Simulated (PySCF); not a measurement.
# One shape, several levels: C2H7FSi2 (SMILES C=C[SiH2][SiH2]F)

We compute a comparison of 5 runs (HF/3-21G, HF/def2-TZVP, B3LYP/6-31G*, BP86/6-311G**, PBE/6-311G**) of C2H7FSi2. The job is set up through a Python script.

The results are computed with PySCF 2.14.0.

## (1) Starting point

C2H7FSi2 has 12 atoms, charge 0, and is taken as a singlet. SMILES: `C=C[SiH2][SiH2]F`. The shape is that of a PBE0-D4/def2-TZVP optimisation. This is one conformer, not always the lowest.

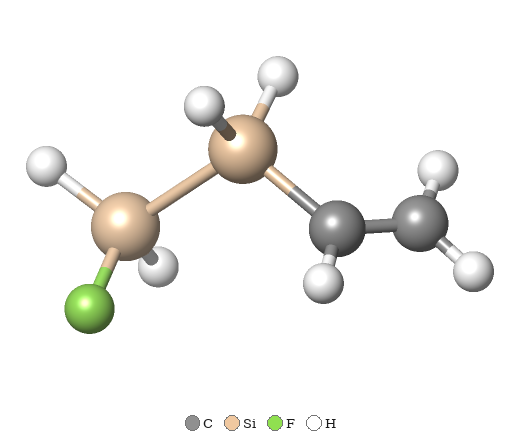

The structure, seen from a chosen angle (carbon grey, silicon light orange, fluorine green, hydrogen white).

## (2) Energy and gradient at HF/3-21G (run 1)

Contents of run.py:

```python
# C=C[SiH2][SiH2]F
from pyscf import gto, scf

system = gto.Mole()
system.atom = '''
C     -3.388090     2.522784     1.339627
C     -1.208858     2.310190     0.104502
Si     1.394807     0.178390     1.121175
Si     1.992149    -3.079687    -1.827743
F      2.580610    -1.867616    -4.554618
H     -3.759232     1.480222     3.068726
H     -4.896847     3.750539     0.682758
H     -0.954501     3.405475    -1.618928
H      3.812333     1.594551     1.397830
H      0.729434    -0.992106     3.594826
H     -0.313695    -4.664978    -2.089659
H      4.157209    -4.741701    -1.153867
'''
system.spin = 0
system.unit = 'bohr'
system.verbose = 3
system.basis = '3-21g'
system.max_memory = 1860
system.build()

myscf = scf.RHF(system)
myscf.conv_tol = 1e-10
myscf.kernel()
if not myscf.converged:
    myscf = myscf.newton().run(myscf.mo_coeff, myscf.mo_occ)

energy = myscf.e_tot
print('E = %.10f Eh' % energy)
grad = myscf.nuc_grad_method().kernel()
myscf.analyze()
```

Run with:

```console
$ OMP_NUM_THREADS=1 python run.py
```

The program printed:

```text
converged SCF energy = -753.08968038758
[... 16 lines left out ...]
MO #7   energy= -6.11002903322647  occ= 2
[... 11 lines left out ...]
MO #19  energy= -0.638515707639765 occ= 2
[... 11 lines left out ...]
MO #31  energy= 0.154556148463348  occ= 0
[... 11 lines left out ...]
MO #43  energy= 0.499893587749273  occ= 0
[... 11 lines left out ...]
MO #55  energy= 1.3148308293376    occ= 0
[... 11 lines left out ...]
MO #67  energy= 3.77348613515728   occ= 0
[... 13 lines left out ...]
Dipole moment(X, Y, Z, Debye): -1.13232,  0.04943,  1.66827
```

Run time: 3.3 s. Hardware: 1 thread of Intel Xeon at 2.70GHz, shared host; peak memory 0.14 GiB.

## (3) Energy and forces at HF/def2-TZVP (run 2)

Contents of input.py:

```python
import pyscf.grad
from pyscf import gto, scf

mol = gto.M(
    atom='''
C   -1.792900   1.335000   0.708900
C   -0.639700   1.222500   0.055300
Si   0.738100   0.094400   0.593300
Si   1.054200  -1.629700  -0.967200
F    1.365600  -0.988300  -2.410200
H   -1.989300   0.783300   1.623900
H   -2.591300   1.984700   0.361300
H   -0.505100   1.802100  -0.856700
H    2.017400   0.843800   0.739700
H    0.386000  -0.525000   1.902300
H   -0.166000  -2.468600  -1.105800
H    2.199900  -2.509200  -0.610600
''',
    spin=0,
    basis='def2-tzvp',
    max_memory=1860,
    verbose=4,
)

myscf = scf.RHF(mol)
myscf.conv_tol = 1e-10
myscf.kernel()
if not myscf.converged:
    myscf = myscf.newton().run(myscf.mo_coeff, myscf.mo_occ)

e_final = myscf.e_tot
print('E = %.10f Eh' % e_final)
grad = myscf.Gradients().kernel()
myscf.analyze()
```

Run with:

```console
$ OMP_NUM_THREADS=1 python input.py
```

The program printed:

```text
PySCF version 2.14.0

[... 113 lines left out ...]
MO #24  energy= -0.493531621046628 occ= 2
[... 36 lines left out ...]
MO #61  energy= 0.591681612517602  occ= 0
[... 36 lines left out ...]
MO #98  energy= 1.38155887294471   occ= 0
[... 36 lines left out ...]
MO #135 energy= 2.34825631968824   occ= 0
[... 36 lines left out ...]
MO #172 energy= 3.78932765776678   occ= 0
[... 36 lines left out ...]
MO #209 energy= 58.7034728890881   occ= 0
[... 224 lines left out ...]
Dipole moment(X, Y, Z, Debye): -1.01418,  0.23768,  1.34453
```

It took 2.9 min on 1 thread of Intel Xeon at 2.70GHz, shared host; peak memory 0.13 GiB.

## (4) Energy and forces at B3LYP/6-31G(d) (Cartesian functions) (run 3)

Contents of job.py:

```python
import pyscf.grad
from pyscf import gto, dft

molecule = gto.M(
    atom='''
C     -1.792900     1.335000     0.708900
C     -0.639700     1.222500     0.055300
Si     0.738100     0.094400     0.593300
Si     1.054200    -1.629700    -0.967200
F      1.365600    -0.988300    -2.410200
H     -1.989300     0.783300     1.623900
H     -2.591300     1.984700     0.361300
H     -0.505100     1.802100    -0.856700
H      2.017400     0.843800     0.739700
H      0.386000    -0.525000     1.902300
H     -0.166000    -2.468600    -1.105800
H      2.199900    -2.509200    -0.610600
''',
    verbose=4,
    charge=0,
    cart=True,
    basis='6-31g*',
    max_memory=1860,
)

calc0 = dft.RKS(molecule)
calc0.xc = 'b3lyp'
calc0.grids.level = 5
calc0.conv_tol = 1e-10
calc0.kernel()
if not calc0.converged:
    calc0 = calc0.newton().run(calc0.mo_coeff, calc0.mo_occ)

e_final = calc0.e_tot
print('Final energy', e_final)
grad = calc0.Gradients().kernel()
dip = calc0.dip_moment()
pop, q = calc0.mulliken_pop()
```

Run with:

```console
$ OMP_NUM_THREADS=1 python job.py
```

The program printed:

```text
PySCF version 2.14.0

[... 81 lines left out ...]
converged SCF energy = -759.279109812823
Final energy -759.2791098128229
[... 12 lines left out ...]
Dipole moment(X, Y, Z, Debye): -0.93256,  0.21079,  1.12812
[... 110 lines left out ...]
charge of   11H =     -0.09741
```

Run time: 49 s. Hardware: 1 thread of Intel Xeon at 2.70GHz, shared host; peak memory 0.96 GiB.

Run 4 isn't shown in full; the table further down has it.

## (5) Energy and forces at PBE/6-311G(d,p) (run 5)

Contents of input.py:

```python
from pyscf import gto, dft

mol = gto.Mole()
mol.atom = [
    ('C', (-1.792900, 1.335000, 0.708900)),
    ('C', (-0.639700, 1.222500, 0.055300)),
    ('Si', (0.738100, 0.094400, 0.593300)),
    ('Si', (1.054200, -1.629700, -0.967200)),
    ('F', (1.365600, -0.988300, -2.410200)),
    ('H', (-1.989300, 0.783300, 1.623900)),
    ('H', (-2.591300, 1.984700, 0.361300)),
    ('H', (-0.505100, 1.802100, -0.856700)),
    ('H', (2.017400, 0.843800, 0.739700)),
    ('H', (0.386000, -0.525000, 1.902300)),
    ('H', (-0.166000, -2.468600, -1.105800)),
    ('H', (2.199900, -2.509200, -0.610600)),
]
mol.charge = 0
mol.basis = '6-311g**'
mol.max_memory = 1860
mol.verbose = 4
mol.build()

calc0 = dft.RKS(mol)
calc0.xc = 'pbe'
calc0.conv_tol = 1e-10
calc0.grids.level = 5
calc0.kernel()
if not calc0.converged:
    calc0 = calc0.newton().run(calc0.mo_coeff, calc0.mo_occ)

e_final = calc0.e_tot
print('E(%s) = %.9f' % ('PBE', e_final))
grad = calc0.nuc_grad_method().kernel()
dip = calc0.dip_moment()
pop, q = calc0.mulliken_pop()
```

Run with:

```console
$ OMP_NUM_THREADS=1 python input.py
```

The program printed:

```text
PySCF version 2.14.0

[... 87 lines left out ...]
converged SCF energy = -758.822722378744
[... 13 lines left out ...]
Dipole moment(X, Y, Z, Debye): -0.92577,  0.18206,  1.20376
[... 161 lines left out ...]
charge of   11H =     -0.12398
```

It took 79 s on 1 thread of Intel Xeon at 2.70GHz, shared host; peak memory 1.7 GiB.

## (6) The series

| run | level | Cartesian functions | integration grid | energy (Eh) | dipole moment (D) | HOMO energy (eV) | LUMO energy (eV) | wall time |
| --- | --- | --- | --- | --- | --- | --- | --- | --- |
| 1 | HF/3-21G | no | – | -753.089680 | 2.02 | -10.03 | 3.22 | 3.3 s |
| 2 | HF/def2-TZVP | no | – | -757.250095 | 1.70 | -10.14 | 2.54 | 2.9 min |
| 3 | B3LYP/6-31G* (Cartesian functions) | yes | 5 | -759.279110 | 1.48 | -7.24 | -0.56 | 49 s |
| 4 | BP86/6-311G** | no | 5 | -759.388044 | 1.52 | -6.68 | -1.72 | 79 s |
| 5 | PBE/6-311G** | no | 5 | -758.822722 | 1.53 | -6.58 | -1.65 | 79 s |

## (7) Summary of results

| quantity | value |
| --- | --- |
| run 5: total energy | -758.82272 Eh |
| run 5: dipole moment | 1.53 D |
| run 5: HOMO energy | -6.58 eV |
| run 5: LUMO energy | -1.65 eV |
| run 5: HOMO–LUMO gap | 4.93 eV |
| run 5: largest force on an atom | 1.179 eV/Å |

What this shows: The dipole moment (its size) runs from 1.48 D (B3LYP/6-31G*) to 2.02 D (HF/3-21G). The two ends differ in method and basis. The HOMO–LUMO gap runs from 4.93 eV (PBE/6-311G**) to 13.25 eV (HF/3-21G). Totals of different functionals can't be ranked against each other. All runs together took 6.4 min, the longest 2.9 min.
